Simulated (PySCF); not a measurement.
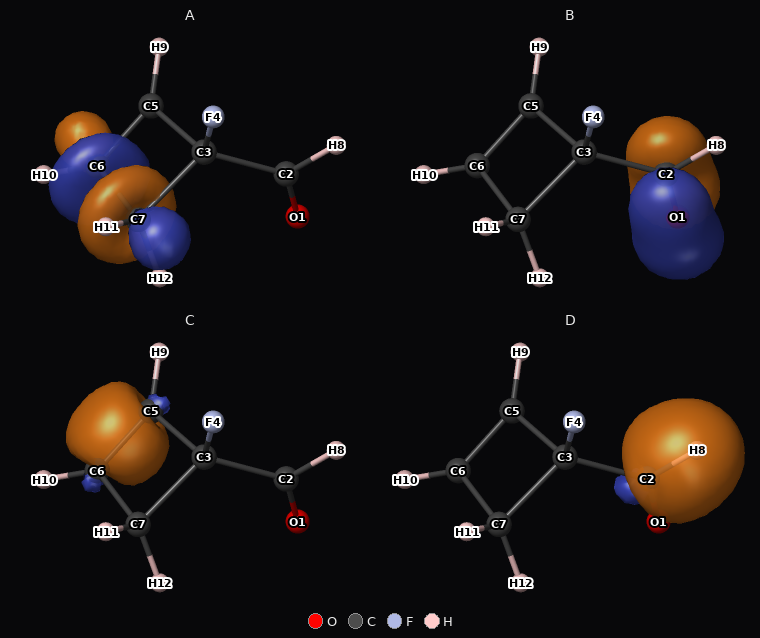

Figure. C₅H₅FO, SMILES `O=CC1(F)C=CC1`. Intrinsic bond orbitals (IBO), occupied and valence-virtual; each surface holds about 80 % of the orbital's density. Energies are diagonal elements of the Fock matrix.

Method: ωB97X/def2-SVP; geometry: GFN2-xTB; program: PySCF. No frequency check shows the geometry to be a minimum.

The calculation's input:

```python
import numpy as np
from pyscf import gto, scf, dft, lo
from pyscf.data.elements import chemcore

def solve(mol, dm0=None, hcore=None):
    mf = (dft.UKS if mol.spin else dft.RKS)(mol, xc='wb97x')
    mf.grids.level = 3
    mf = mf.density_fit(auxbasis='def2-universal-jkfit')
    mf.conv_tol, mf.max_cycle = 1e-8, 80
    if hcore is not None:
        mf.get_hcore = lambda *args: hcore
    mf.kernel(dm0)
    if not mf.converged:
        mf = mf.newton().run(mf.mo_coeff, mf.mo_occ, max_cycle=30)
    assert mf.converged, 'SCF not converged'
    return mf

mol = gto.M(atom='''
O     -1.84902    -1.09391    -0.03877
C     -1.44808     0.02554     0.09853
C     -0.00390     0.43473     0.00829
F      0.07152     1.80906    -0.06392
C      0.88933    -0.21786     1.04739
C      1.57708    -0.91092     0.14568
C      0.86182    -0.32467    -1.04025
H     -2.11920     0.87433     0.32721
H      0.88435    -0.12901     2.11597
H      2.35846    -1.64420     0.20467
H      1.45661     0.34997    -1.65209
H      0.31077    -1.02228    -1.66812
''', basis='def2-svp', charge=0, spin=0, verbose=4)
mf = solve(mol)
occ_all = mf.mo_coeff[:, mf.mo_occ > 0]
occ = occ_all[:, chemcore(mol):]
loc = lo.ibo.ibo(mol, occ, iaos=lo.iao.iao(mol, occ_all))
fock, s = mf.get_fock(), mf.get_ovlp()
ortho = lo.orth_ao(mol, 'meta_lowdin')
ortho = lo.vec_lowdin(lo.iao.iao(mol, occ_all), s)
labels = lo.iao.reference_mol(mol).ao_labels(fmt=None)
vir = lo.vvo.livvo(mol, occ_all, mf.mo_coeff[:, mf.mo_occ == 0])
both = np.hstack([loc, vir])
p = (ortho.T @ s @ both) ** 2
pop = np.array([p[[l[0] == a for l in labels]].sum(0) for a in range(mol.natm)])
spd = np.array([[p[[l[0] == a and l[2][-1] == k for l in labels]].sum(0) for k in 'spd'] for a in range(mol.natm)])
eps = np.einsum('pi,pq,qi->i', both, fock, both)
for i in np.argsort(eps):
    top = np.argsort(-pop[:, i])[:3]
    print('%3d %s %9.4f Eh ' % (i + 1, 'occ' if i < loc.shape[1] else 'vir', eps[i]), '  '.join('%s%d %.3f' % (mol.atom_symbol(a), a + 1, pop[a, i]) for a in top))
np.savez('result.npz', c=both, nocc=loc.shape[1], pop=pop, spd=spd, eps=eps, e=mf.e_tot)
```

Command:

```sh
OMP_NUM_THREADS=1 python input.py
```

The run took 23 s on 1 thread of AMD EPYC (Zen 3), with other jobs on the host, peak memory 0.54 GiB.

What does each orbital represent in a Lewis picture?

Answer. By panel:
- A: σ* orbital C7–C6 (C7 50 %, C6 50 %; 12.9 eV)
- B: π bond O1–C2 (O1 64 %, C2 35 %; −13.9 eV)
- C: σ bond C6–C5 (C6 50 %, C5 50 %; −20.3 eV)
- D: σ bond C2–H8 (C2 57 %, H8 42 %; −17.8 eV)

Which has the smallest and which the largest spatial spread?

Answer. Smallest: C (0.74 Å); largest: A (1.03 Å).

How do all the valence pairs divide up?

Answer. 19 pairs: 12 σ bonds, 5 lone pairs and 2 two-centre π bonds.
